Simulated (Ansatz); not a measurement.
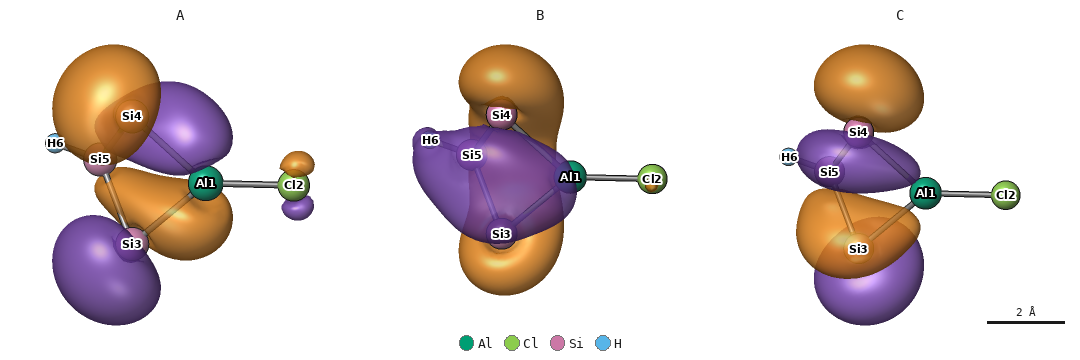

*AlClHSi$_{3}$ (SMILES [Cl][Al]1[Si][SiH]=[Si]1) (doublet). Three frontier orbitals at ±0.08 Å⁻³ᐟ² (orange and purple are the two phases), in no order.*

Geometry: PBE0-D3(BJ)/def2-SVP.

The calculation used isolated molecule in a Gaussian basis; Kohn-Sham density functional theory, functional PBE0 in Ansatz 0.2.0.

The calculation's input:

```
crystal:
  periodic: [false, false, false]
  atoms:
    - {symbol: Al, position_ang: [-2.178929, -1.112130, 0.265520]}
    - {symbol: Cl, position_ang: [-2.269143, -2.258326, 2.025390]}
    - {symbol: Si, position_ang: [-1.498271, -1.443071, -2.019865]}
    - {symbol: Si, position_ang: [-2.560935, 1.179306, -0.366384]}
    - {symbol: Si, position_ang: [-0.787871, 0.649234, -1.633916]}
    - {symbol: H, position_ang: [0.175640, 1.512194, -2.383356]}
basis:
  gaussian: {orbitals: def2-TZVPD}
magnetization: {spin_polarized: true, initial_magnetization: 1}
hamiltonian: {xc: pbe0}
output: {forces: true, orbitals: {seedname: orbitals}}
```

Run with:

```sh
ansatz run input.yaml --threads 2 --pin off --max-ram 4350MiB --events-out events.jsonl --progress --plain --runs-dir runs
```

Question: Order the three orbitals by energy and name them. All are α orbitals.

Answer: B is the HOMO−1 (α) (−6.81 eV). It lies mainly on Si4 (about 30 %), Si3 (about 30 %), Si5 (about 25 %) and Al1 (about 15 %). A is the HOMO (α) (−5.95 eV). It lies mainly on Si4 (about 40 %), Si3 (about 40 %), Al1 (about 15 %) and Si5 (about 10 %). C is the LUMO (α) (−2.64 eV). Its weight (Hirshfeld) is mainly on Si4 (about 40 %), Si3 (about 40 %) and Si5 (about 10 %).

Question: What is the gap between the highest occupied and lowest empty α orbitals?

Answer: 3.31 eV between the orbital energies.
